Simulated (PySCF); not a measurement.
**What a change does: excited-state calculation on C2H6AlAs**

System: C2H6AlAs, SMILES C#[C][AlH2-][AsH3+].
Method of run 1: TDDFT HF/def2-SVPD, vertical, gas phase, core orbitals frozen in the response (PySCF 2.14.0).

The geometry comes from this level: PBE0-D3(BJ)/def2-SVP. Text and figures count atoms from 1; the logs count them from 0 in places.

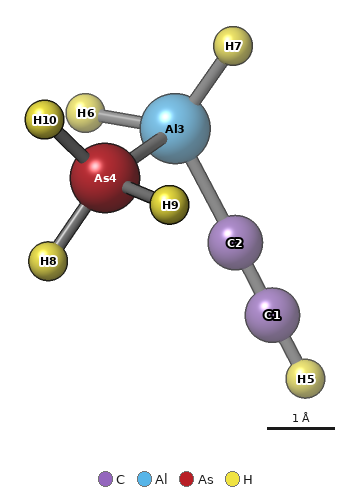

Figure 1. The structure as given in the input (ball-and-stick view, seen at an oblique angle; atoms are numbered from 1 in the order of the input). Sticks mark near contacts. Bond lengths as drawn: Al–As 2.63 Å, Al–C 1.94 Å, Al–H 1.59 Å, As–H 1.51 Å, C–C 1.22 Å and C–H 1.08 Å.

## Input file, run 1
```
{"job": {"kind": "uv", "xc": "HF", "basis": "def2-SVPD", "ip": true}, "charge": 0, "multiplicity": 1}
C      1.686456    -2.072265     0.250157
C      1.447266    -0.898712     0.004675
Al     1.021251     0.954377    -0.378088
As    -1.533300     0.546220     0.084077
H      1.910526    -3.102887     0.463533
H      0.929004     1.394083    -1.907155
H      1.308780     2.030854     0.761757
H     -2.225838    -0.515761    -0.733934
H     -1.898344     0.026224     1.452843
H     -2.595469     1.616776    -0.018925
```

The first line tells a small driver script what to run in PySCF; the rest is the geometry in Å.

Launched with:
```bash
OMP_NUM_THREADS=1 python <driver script> task.json out
```

Hardware: 1 CPU thread, shared host.

## Output (run 1)
```
final grid: 79616 points
cycle   1  E = -2554.8082522692  dE = -7.581e-01  |g| = 3.543e-01  |ddm| = 4.481e+00
cycle   2  E = -2554.8620303564  dE = -5.378e-02  |g| = 1.449e-01  |ddm| = 1.366e+00
cycle   3  E = -2554.8677360148  dE = -5.706e-03  |g| = 7.557e-02  |ddm| = 4.674e-01
cycle   4  E = -2554.8694597727  dE = -1.724e-03  |g| = 1.527e-02  |ddm| = 2.500e-01
cycle   5  E = -2554.8695331425  dE = -7.337e-05  |g| = 4.726e-03  |ddm| = 4.861e-02
cycle   6  E = -2554.8695416124  dE = -8.470e-06  |g| = 1.241e-03  |ddm| = 1.355e-02
cycle   7  E = -2554.8695428905  dE = -1.278e-06  |g| = 4.165e-04  |ddm| = 5.225e-03
cycle   8  E = -2554.8695431074  dE = -2.169e-07  |g| = 2.231e-04  |ddm| = 1.684e-03
cycle   9  E = -2554.8695431969  dE = -8.948e-08  |g| = 1.073e-04  |ddm| = 7.523e-04
cycle  10  E = -2554.8695432226  dE = -2.571e-08  |g| = 2.623e-05  |ddm| = 4.733e-04
cycle  11  E = -2554.8695432237  dE = -1.101e-09  |g| = 5.336e-06  |ddm| = 1.403e-04
cycle  12  E = -2554.8695432237  dE = -2.183e-11  |g| = 1.951e-06  |ddm| = 2.333e-05
converged SCF energy = -2554.8695432237

Static polarisability (au): isotropic 81.379, principal 67.867 81.516 94.756

Singlet excitations
state   eV       nm        f      main configurations
  1   5.3637    231.2   0.00005   H-1->L+7 0.12, H->L+3 0.11, H->L+13 0.11
  2   5.8899    210.5   0.00611   H->L+7 0.25, H-1->L+3 0.10, H->L+12 0.08
  3   5.9374    208.8   0.00072   H-1->L+7 0.43, H-1->L+12 0.15
  4   7.5720    163.7   0.00318   H-2->L+1 0.20, H->L+1 0.20, H-3->L+2 0.15
  5   7.7931    159.1   0.01938   H-1->L+3 0.37, H-1->L+1 0.24, H-3->L+3 0.10
  6   7.9349    156.3   0.02710   H->L 0.29, H->L+3 0.24, H->L+1 0.14
  7   8.0301    154.4   0.22544   H-1->L 0.58, H-1->L+4 0.11
  8   8.0975    153.1   0.01573   H-1->L+2 0.23, H-3->L+2 0.21, H->L 0.15
  9   8.3051    149.3   0.51338   H-1->L+1 0.28, H-3->L+3 0.21
 10   8.5298    145.4   0.00205   H->L+3 0.17, H-2->L+1 0.13, H->L 0.11

Triplet excitations (Tamm-Dancoff, eV): 4.1465 4.9558 4.9756 5.7862
Vertical ionisation energy (delta-SCF) = 8.6727 eV
```

For run 2 the input was changed thus:
```diff
-"xc": "HF"
+"xc": "LDA"
```

Predict how the results change.

The total energies belong to different methods, so their difference says nothing on which is more stable or more accurate. The HOMO goes from −10.22 to −6.41 eV. The LUMO goes from 1.84 to −1.63 eV. The dipole moment goes from 4.07 to 3.85 D. The lowest excitation goes from 5.36 to 4.83 eV. The strongest computed line goes from 8.31 to 5.56 eV. The method changes from HF to LDA. Exact exchange removes part of the self-interaction error of semilocal functionals, which pushes filled and empty levels apart. The number of SCF iterations is the same.

## Output (run 2)
```
coarse grid: 38880 points
cycle   1  E = -2552.4631288162  dE = -6.826e-01  |g| = 5.606e-01  |ddm| = 6.252e+00
cycle   2  E = -2552.3058852893  dE =  1.572e-01  |g| = 8.902e-01  |ddm| = 2.189e+00
cycle   3  E = -2552.4927117218  dE = -1.868e-01  |g| = 4.096e-01  |ddm| = 1.616e+00
cycle   4  E = -2552.5361014775  dE = -4.339e-02  |g| = 6.991e-02  |ddm| = 4.463e-01
cycle   5  E = -2552.5375276526  dE = -1.426e-03  |g| = 2.706e-02  |ddm| = 1.602e-01
cycle   6  E = -2552.5377606557  dE = -2.330e-04  |g| = 4.126e-03  |ddm| = 4.527e-02
cycle   7  E = -2552.5377675884  dE = -6.933e-06  |g| = 6.713e-04  |ddm| = 9.768e-03
final grid: 79616 points
cycle   8  E = -2552.5377373338  dE =  3.139e-07  |g| = 1.292e-03  |ddm| = 5.489e-03
cycle   9  E = -2552.5377333531  dE =  3.981e-06  |g| = 4.053e-03  |ddm| = 5.711e-03
cycle  10  E = -2552.5377377564  dE = -4.403e-06  |g| = 5.042e-04  |ddm| = 4.155e-03
cycle  11  E = -2552.5377378518  dE = -9.541e-08  |g| = 3.391e-05  |ddm| = 8.733e-04
cycle  12  E = -2552.5377378523  dE = -4.839e-10  |g| = 9.253e-06  |ddm| = 8.648e-05
converged SCF energy = -2552.5377378523

Static polarisability (au): isotropic 93.346, principal 75.023 95.351 109.665

Singlet excitations
state   eV       nm        f      main configurations
  1   4.8263    256.9   0.00003   H->L 1.00
  2   5.1194    242.2   0.00010   H->L+1 0.99
  3   5.2333    236.9   0.00841   H->L+2 0.89
  4   5.3102    233.5   0.04227   H-1->L 0.54, H-1->L+1 0.36
  5   5.4897    225.8   0.00174   H-1->L+2 0.98
  6   5.5635    222.9   0.04752   H-1->L+1 0.56, H-1->L 0.28, H->L+3 0.12
  7   5.5864    221.9   0.00040   H-2->L 0.98
  8   5.8530    211.8   0.00002   H->L+4 0.93
  9   5.8709    211.2   0.00033   H-2->L+1 0.95
 10   5.9846    207.2   0.01235   H-2->L+2 0.83

Triplet excitations (Tamm-Dancoff, eV): 4.6903 4.7204 5.0354 5.0489
Vertical ionisation energy (delta-SCF) = 9.2116 eV
Vertical electron affinity (delta-SCF) = -0.3037 eV
```

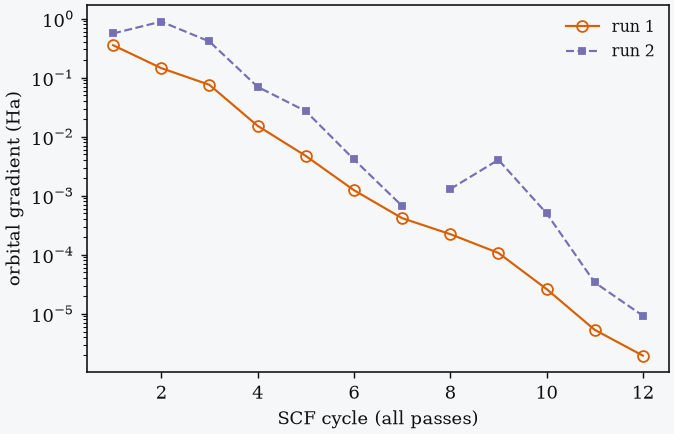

Figure 2. Convergence of the two runs: orbital gradient against the SCF cycle. A break in a curve parts two SCF passes (coarse and final grid). Run 1 takes 12 cycles in all, and run 2 takes 12.

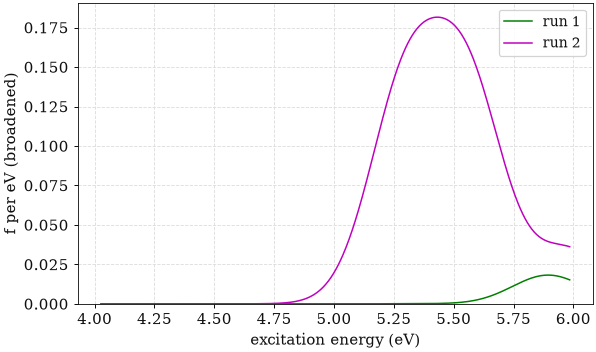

Figure 3. Absorption of the two runs from their computed states, each broadened by a Gaussian of 0.35 eV full width; the range ends where the shorter list of states ends.

## The two runs side by side

```csv
quantity,run 1,run 2
outcome,converged,converged
total energy (hartree),−2554.869543,−2552.537738
HOMO (eV),−10.22,−6.41
LUMO (eV),1.84,−1.63
dipole moment (D),4.07,3.85
lowest excitation (eV),5.36,4.83
SCF iterations,12,12
strongest computed line (eV),8.31,5.56
basis functions,150,150
wall time (shared host),20 s,59 s
```

For both runs: Spin–orbit coupling is left out, which matters for the heavy atoms.
